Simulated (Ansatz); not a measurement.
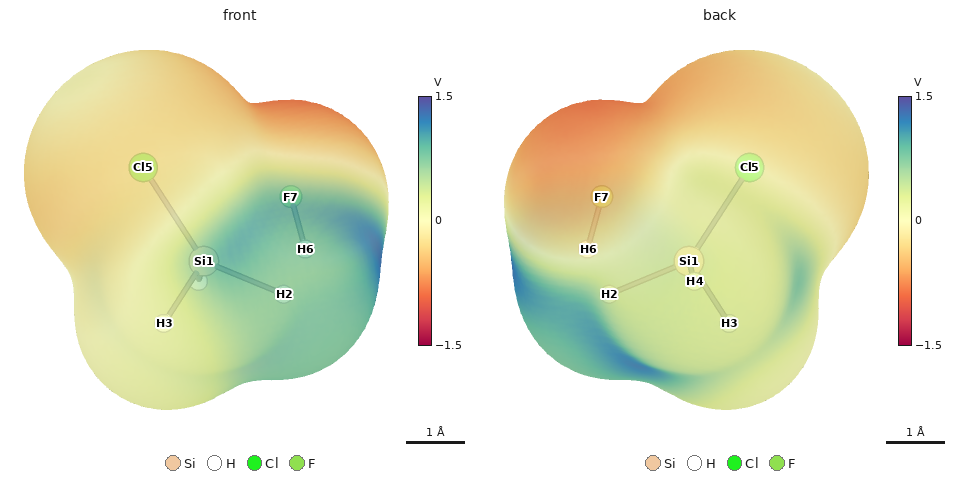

*ClH3Si···HF. The molecular electrostatic potential painted on the density surface at 0.001 e/bohr³, seen from the front and from behind; the colour scale runs from red (negative) to blue (positive).*

A transition-state structure; geometry: PBE0-D4/def2-TZVP.

Level of theory: Ansatz, RKS PBE0-D4/def2-TZVPP.

```csv
atom,x (Å),y (Å),z (Å)
Si,-0.3631,-0.0600,0.2316
H,1.0847,-0.8703,-0.0781
H,-0.4651,-0.9749,1.4002
H,-1.4663,-0.4157,-0.6775
Cl,-0.4556,1.7513,1.1792
H,1.1107,-0.1793,-0.7935
F,0.5546,0.7487,-1.2617
```

Describe the electrostatic potential map.

Answer. The most negative region (about −0.8 V, or −18 kcal/mol for a unit charge) lies over F7, the most positive (about +1.3 V, or +30 kcal/mol for a unit charge) over Si1 and H6.
